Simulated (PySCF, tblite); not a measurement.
# C4H7F2OSi radical: geometry, infrared bands and EPR parameters

Wanted: the infrared bands and EPR parameters of C4H7F2OSi radical (`FC[C@H]1CO[SiH2][C]1F`), by calculation.

Computed with tblite 0.8.0 and PySCF 2.14.0, with density-fitted response routines of our own, on a single molecule in the gas phase. Atoms are numbered from 0 throughout.

**1. The starting structure**

15 atoms, charge 0, multiplicity 2; geometry from: force field or distance geometry start.

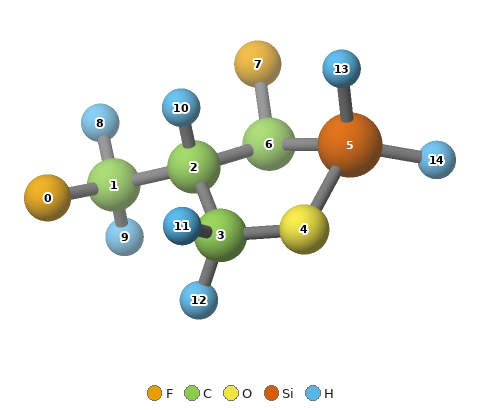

As it starts; fluorine amber, carbon green, oxygen yellow, silicon orange, hydrogen blue, atoms numbered.

**2. Optimising the geometry with GFN2-xTB**

What the job is given:

```
{"job": {"kind": "relax", "xc": "GFN2-xTB", "basis": "xTB"}, "charge": 0, "multiplicity": 2}
F     -2.277700    -1.229200     0.677500
C     -1.896100    -0.199200    -0.143900
C     -0.382400    -0.052100    -0.016700
C      0.399400    -1.216400    -0.410800
O      1.698000    -0.916100    -0.701700
Si     1.908600     0.777000    -0.584300
C      0.097200     1.169100    -0.825100
F     -0.283300     2.339600    -0.207300
H     -2.307800     0.743300     0.308800
H     -2.194600    -0.308600    -1.186000
H     -0.177800     0.208600     1.038000
H      0.447300    -1.895000     0.511200
H     -0.119000    -1.875200    -1.148600
H      2.333500     1.093500     0.778700
H      2.750400     1.368800    -1.617500
```

Run with:

```bash
OMP_NUM_THREADS=1 python probes_run.py task.json out
```

This one command runs all jobs of the session in turn.

Standard output:

```text
step      E/eV     max force
  0    -743.88995    3.762
  1    -744.25306    1.205
  2    -744.33669    0.955
  3    -744.44057    0.901
  4    -744.51536    0.674
  5    -744.56355    0.583
  6    -744.59876    0.524
  7    -744.64177    0.673
  8    -744.67854    0.685
  9    -744.71043    0.531
 10    -744.73824    0.400
 11    -744.76201    0.434
 12    -744.78240    0.406
 13    -744.79697    0.241
 14    -744.80554    0.230
 15    -744.81339    0.234
 16    -744.82248    0.248
 17    -744.83141    0.232
 18    -744.83937    0.221
 19    -744.84625    0.189
 20    -744.85251    0.181
 21    -744.85850    0.302
 22    -744.86415    0.188
 23    -744.86995    0.191
 24    -744.87741    0.243
 25    -744.88608    0.250
 26    -744.89498    0.301
 27    -744.90272    0.224
 28    -744.90868    0.140
 29    -744.91324    0.187
 30    -744.91736    0.150
 31    -744.92048    0.134
 32    -744.92270    0.133
 33    -744.92453    0.116
 34    -744.92660    0.134
 35    -744.92915    0.139
 36    -744.93141    0.115
 37    -744.93294    0.091
 38    -744.93435    0.100
 39    -744.93585    0.116
 40    -744.93752    0.119
 41    -744.93902    0.082
 42    -744.94011    0.070
 43    -744.94087    0.070
 44    -744.94153    0.057
 45    -744.94221    0.069
 46    -744.94293    0.062
 47    -744.94369    0.062
 48    -744.94449    0.086
 49    -744.94537    0.089
 50    -744.94635    0.087
 51    -744.94731    0.069
 52    -744.94808    0.067
 53    -744.94862    0.067
 54    -744.94907    0.058
 55    -744.94961    0.059
 56    -744.95029    0.068
 57    -744.95094    0.062
 58    -744.95139    0.048
 59    -744.95171    0.055
 60    -744.95202    0.054
 61    -744.95241    0.060
 62    -744.95287    0.058
 63    -744.95331    0.052
 64    -744.95373    0.049
 65    -744.95423    0.055
 66    -744.95486    0.080
 67    -744.95555    0.085
 68    -744.95611    0.055
 69    -744.95649    0.043
 70    -744.95677    0.041
 71    -744.95713    0.063
 72    -744.95760    0.073
 73    -744.95810    0.051
 74    -744.95850    0.051
 75    -744.95880    0.046
 76    -744.95910    0.059
 77    -744.95950    0.055
 78    -744.95971    0.024
 79    -744.95980    0.022
 80    -744.95985    0.024
 81    -744.95992    0.026
 82    -744.96004    0.025
 83    -744.96008    0.015
 84    -744.96012    0.017
 85    -744.96017    0.018
 86    -744.96025    0.031
 87    -744.96036    0.038
 88    -744.96047    0.029
 89    -744.96053    0.016
 90    -744.96056    0.013
 91    -744.96059    0.014
 92    -744.96061    0.019
 93    -744.96064    0.015
 94    -744.96068    0.017
 95    -744.96071    0.013
 96    -744.96074    0.009
```

Wall time 0.69 s (1 thread of Arm Neoverse V1, shared host).

Relaxation path: (not every step is listed)

| step | energy from step 0 (eV) | largest force (eV/Å) |
| --- | --- | --- |
| 0 | 0.0000 | 3.7623 |
| 1 | -0.3631 | 1.2054 |
| 2 | -0.4467 | 0.9553 |
| 3 | -0.5506 | 0.9011 |
| 4 | -0.6254 | 0.6735 |
| 5 | -0.6736 | 0.5825 |
| 6 | -0.7088 | 0.5235 |
| 7 | -0.7518 | 0.6734 |
| 8 | -0.7886 | 0.6855 |
| 16 | -0.9325 | 0.2479 |
| 24 | -0.9875 | 0.2431 |
| 32 | -1.0327 | 0.1332 |
| 40 | -1.0476 | 0.1193 |
| 48 | -1.0545 | 0.0864 |
| 56 | -1.0603 | 0.0680 |
| 64 | -1.0638 | 0.0488 |
| 72 | -1.0676 | 0.0730 |
| 80 | -1.0699 | 0.0237 |
| 88 | -1.0705 | 0.0291 |
| 91 | -1.0706 | 0.0136 |
| 92 | -1.0707 | 0.0190 |
| 93 | -1.0707 | 0.0145 |
| 94 | -1.0707 | 0.0165 |
| 95 | -1.0708 | 0.0133 |
| 96 | -1.0708 | 0.0091 |

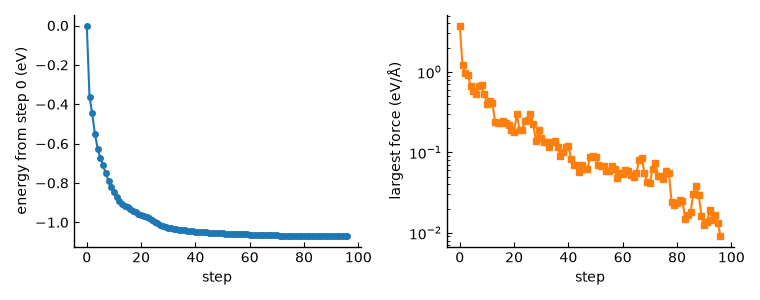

Energy and force, step by step.

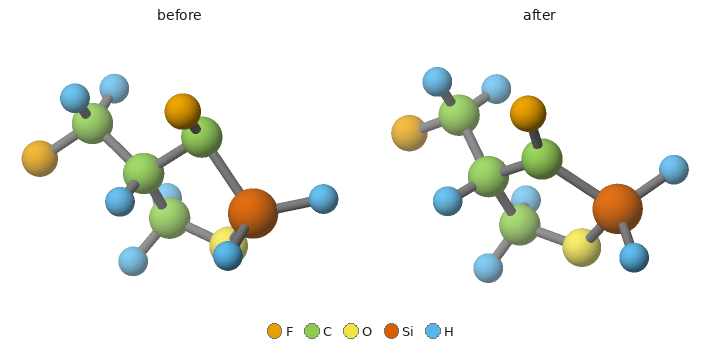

Before and after, at one scale.

Close pairs (by a distance rule), those that changed most:

| bond | before (Å) | after (Å) | change (Å) |
| --- | --- | --- | --- |
| C2–C3 | 1.457 | 1.544 | +0.088 |
| O4–Si5 | 1.710 | 1.637 | -0.073 |
| C2–C6 | 1.541 | 1.485 | -0.056 |
| C3–H11 | 1.146 | 1.093 | -0.053 |
| C3–O4 | 1.364 | 1.404 | +0.039 |
| C6–F7 | 1.377 | 1.345 | -0.032 |
| C1–H8 | 1.124 | 1.095 | -0.029 |
| C3–H12 | 1.117 | 1.096 | -0.021 |

The final coordinates are the input of the step that follows.

**3. Infrared spectrum with GFN2-xTB**

What the job is given:

```
{"job": {"kind": "ir", "xc": "GFN2-xTB", "basis": "xTB"}, "charge": 0, "multiplicity": 2}
F     -2.508733    -1.268576     0.065931
C     -1.863961    -0.124496    -0.331215
C     -0.471683    -0.052038     0.308446
C      0.434540    -1.227673    -0.118005
O      1.723942    -0.796667    -0.466816
Si     1.961753     0.805871    -0.702353
C      0.251916     1.182953    -0.087266
F     -0.377782     2.356023     0.101961
H     -2.484418     0.719666    -0.013750
H     -1.797645    -0.156321    -1.423708
H     -0.622888    -0.074577     1.398136
H      0.536780    -1.955911     0.690754
H     -0.001620    -1.739905    -0.982896
H      3.064375     1.227288     0.152848
H      2.151010     1.112353    -2.119635
```

Standard output:

```text
mode    cm-1     km/mol
  1     -11.5      0.88
  2      83.4      3.60
  3     106.4     12.23
  4     119.4      0.49
  5     231.9     10.82
  6     272.1      1.28
  7     383.8     10.59
  8     422.4     19.24
  9     437.1     12.42
 10     442.6     20.81
 11     565.3     84.23
 12     581.5     15.85
 13     682.9     26.64
 14     689.9    152.69
 15     778.9    175.92
 16     816.2    220.19
 17     890.7     11.20
 18     916.0      3.04
 19    1030.5     82.01
 20    1066.2     15.83
 21    1073.2     12.23
 22    1111.1    116.01
 23    1161.4     17.16
 24    1188.9      2.84
 25    1197.4     40.25
 26    1226.9      1.14
 27    1255.4     46.17
 28    1298.2     68.37
 29    1316.7     11.88
 30    1333.7      7.81
 31    1442.7      1.23
 32    1484.6      1.90
 33    2246.9    330.01
 34    2299.7    185.37
 35    2854.7      9.98
 36    2917.2     29.58
 37    2947.4     29.61
 38    2954.3     11.51
 39    2958.2     33.19
```

It took 0.52 s on 1 thread of Arm Neoverse V1, shared host.

Which atoms move in the most intense modes:

| cm⁻¹ | km/mol | atoms |
| --- | --- | --- |
| 565 | 84.2 | H13 38 %, H14 34 %, Si5 11 % |
| 690 | 152.7 | H14 23 %, H13 21 %, Si5 18 %, F7 12 % |
| 779 | 175.9 | O4 36 %, Si5 22 %, H14 14 %, H13 12 % |
| 816 | 220.2 | H13 36 %, H14 36 %, Si5 15 % |
| 1030 | 82.0 | C1 41 %, F0 30 % |
| 1111 | 116.0 | C3 38 %, O4 22 %, C2 20 % |
| 2247 | 330.0 | H14 86 %, H13 10 % |
| 2300 | 185.4 | H13 87 %, H14 11 % |

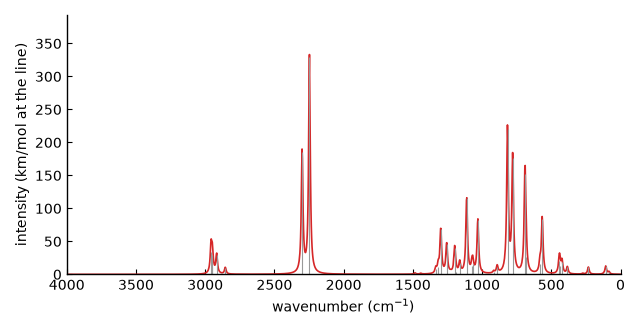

The infrared spectrum from these modes, unscaled. Lines are broadened to a width of 14 cm⁻¹ (Lorentzian).

**4. EPR parameters: B3LYP/pcH-1**

Same as in step 3 but for these lines:

```diff
@@ -1,2 +1,2 @@
-{"job": {"kind": "ir", "xc": "GFN2-xTB", "basis": "xTB"}, "charge": 0, "multiplicity": 2}
+{"job": {"kind": "epr", "basis": "pcH-1"}, "charge": 0, "multiplicity": 2}
 F     -2.508733    -1.268576     0.065931
```

Method: UKS B3LYP, pcH-1 on C F H O Si, non-relativistic, mean-field spin-orbit, GIAO.

Standard output:

```text
UKS, coarse grid
  cycle   1  E = -720.88660275  |g| = 6.68e-01
  cycle   2  E = -720.56543222  |g| = 1.16e+00
  cycle   3  E = -721.02333697  |g| = 1.18e-01
  cycle   4  E = -721.02792391  |g| = 6.04e-02
  cycle   5  E = -721.02908845  |g| = 1.24e-02
  cycle   6  E = -721.02912784  |g| = 6.31e-03
  cycle   7  E = -721.02914535  |g| = 1.19e-03
  cycle   8  E = -721.02914611  |g| = 7.86e-04
UKS, final grid
  cycle   1  E = -721.02909044  |g| = 1.16e-03
  cycle   2  E = -721.02908986  |g| = 1.83e-03
  cycle   3  E = -721.02909087  |g| = 1.06e-04
  cycle   4  E = -721.02909088  |g| = 2.61e-05
E = -721.02909088 Eh   <S^2> = 0.7538 (exact 0.7500)
g shifts (ppm)      1          2          3
  rmc          -190       -190       -190
  gc              6         38         44
  oz_so          91       2635       3059
  total         -94       2483       2913
hyperfine (MHz)  atom isotope    a_iso     a_fc   dipolar eigenvalues
    0   19F       2.81       2.75    -13.93    -11.07     25.00
    1   13C      62.47      62.47     -3.86     -3.39      7.25
    2   13C     -29.44     -29.46     -1.91     -0.20      2.10
    3   13C       0.46       0.46     -0.99     -0.64      1.63
    4   17O      -0.60      -0.60     -4.69      2.24      2.45
    5  29Si      41.23      41.29     -2.38     -2.01      4.39
    6   13C      92.56      92.48    -79.67    -76.08    155.74
    7   19F     144.87     144.24   -255.84   -223.02    478.85
    8    1H      -2.70      -2.70     -3.45     -2.12      5.57
    9    1H      -3.35      -3.35     -4.63     -1.88      6.51
   10    1H     125.71     125.71     -5.07     -3.47      8.54
   11    1H      -1.97      -1.97     -1.99     -1.67      3.66
   12    1H      -0.89      -0.89     -2.34     -2.06      4.41
   13    1H      40.32      40.32     -3.15     -1.98      5.14
   14    1H      35.40      35.40     -3.35     -2.00      5.34
```

Wall time 1.8 min (1 thread of Arm Neoverse V1, shared host); peak memory 0.97 GiB.

Principal g values 2.00223, 2.00480, 2.00523; g(iso) = 2.00409, against 2.00232 for a free electron.

Hyperfine couplings, nucleus by nucleus at this fixed geometry (no averaging over rotations):

| nuclei | isotope | a(iso) (MHz) | a(iso) (G, at g = 2.0023) | largest dipolar term (MHz) |
| --- | --- | --- | --- | --- |
| F7 | 19F | 144.9 | 51.7 | 478.9 |
| H10 | 1H | 125.7 | 44.9 | 8.5 |
| C6 | 13C | 92.6 | 33.0 | 155.7 |
| C1 | 13C | 62.5 | 22.3 | 7.2 |
| Si5 | 29Si | 41.2 | 14.7 | 4.4 |
| H13 | 1H | 40.3 | 14.4 | 5.1 |
| H14 | 1H | 35.4 | 12.6 | 5.3 |
| C2 | 13C | -29.4 | -10.5 | 2.1 |
| H9 | 1H | -3.3 | -1.2 | 6.5 |
| F0 | 19F | 2.8 | 1.0 | 25.0 |
| H8 | 1H | -2.7 | -1.0 | 5.6 |
| H11 | 1H | -2.0 | -0.7 | 3.7 |
| H12 | 1H | -0.9 | -0.3 | 4.4 |
| O4 | 17O | -0.6 | -0.2 | -4.7 |

Mulliken spin populations:

F0 0.00; C1 0.03; C2 -0.07; C3 0.00; O4 0.01; Si5 -0.02; C6 0.88; F7 0.07; H8 0.00; H9 0.00; H10 0.06; H11 0.00; H12 0.00; H13 0.02; H14 0.02

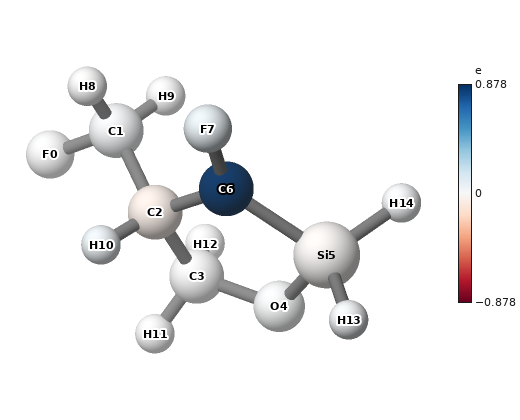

Mulliken spin populations, as colours on the atoms.

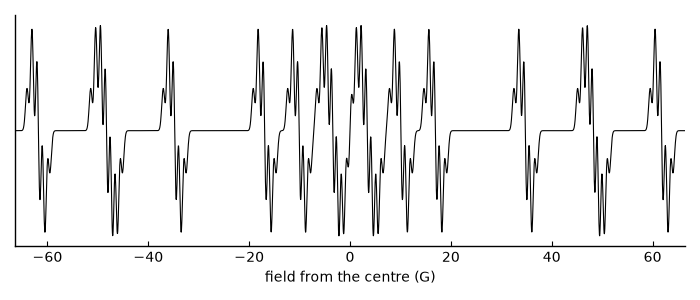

First-order isotropic spectrum (first derivative, main isotopes with spin only, couplings over 0.8 MHz, Gaussian width 0.3 G; couplings of the frozen geometry, rotation of groups not averaged beyond the rows shown).

Orbitals, density, ELF and potential are computed afterwards from the orbital file.

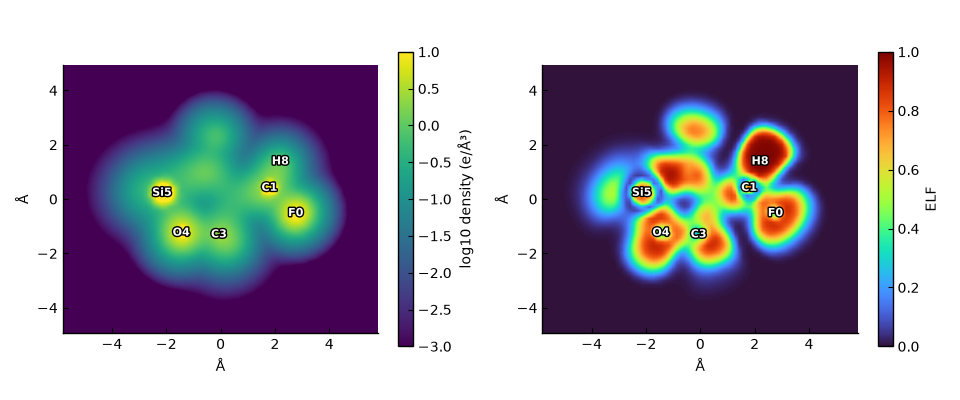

Density (left) and ELF (right) in a plane through or near 6 of the atoms.

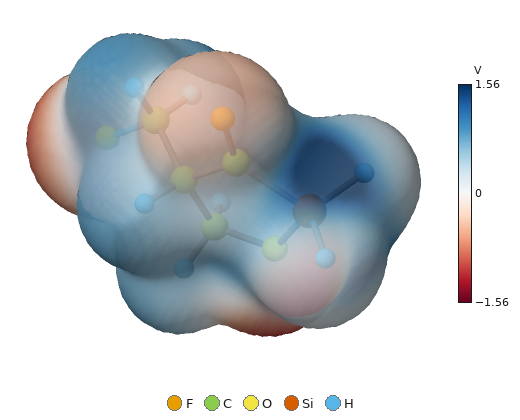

Electrostatic potential on the surface of density 0.002 e/bohr³; red is low, blue high. It runs from -1.13 V near O4 to 1.56 V near Si5.

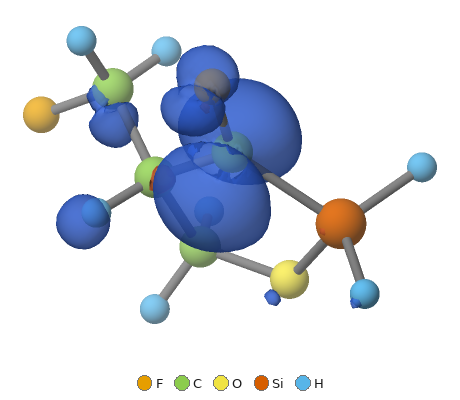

Spin density at ±0.04 e/Å³ (alpha excess blue, beta excess red).

**5. Summary of results**

```
                                                                  quantity                  value
                                 strongest single infrared mode (GFN2-xTB)  2247 cm⁻¹, 330 km/mol
                                              zero-point energy (GFN2-xTB)          64.0 kcal/mol
                                                            g(iso) (B3LYP)                2.00409
                                                                      ⟨S²⟩     0.754 (exact 0.75)
                                                            largest a(iso)   19F on F7, 144.9 MHz
potential on the surface of density 0.002 e/bohr³, 1st and 99th percentile     -1.13 V and 1.56 V
```

Over 96 steps the energy fell by 1.071 eV; of the close pairs, C2–C3 changed most, 1.457 to 1.544 Å. The lowest mode is slightly imaginary (12i cm⁻¹), a soft motion within the noise of the Hessian, so the minimum is not strictly shown. The strongest single mode, at 2247 cm⁻¹, moves mainly H14. Unscaled tight-binding wavenumbers are off by several per cent, some by more. Its intensities can rank the bands wrongly. C6 carries the largest spin population, 0.88 e. The isotropic g lies 1.8 ppt above the free-electron value. These values are for one conformer; the search (at its own cheap level) found 2 more, at 0.92, 1.66 kcal/mol, and measured spectra average over such forms.
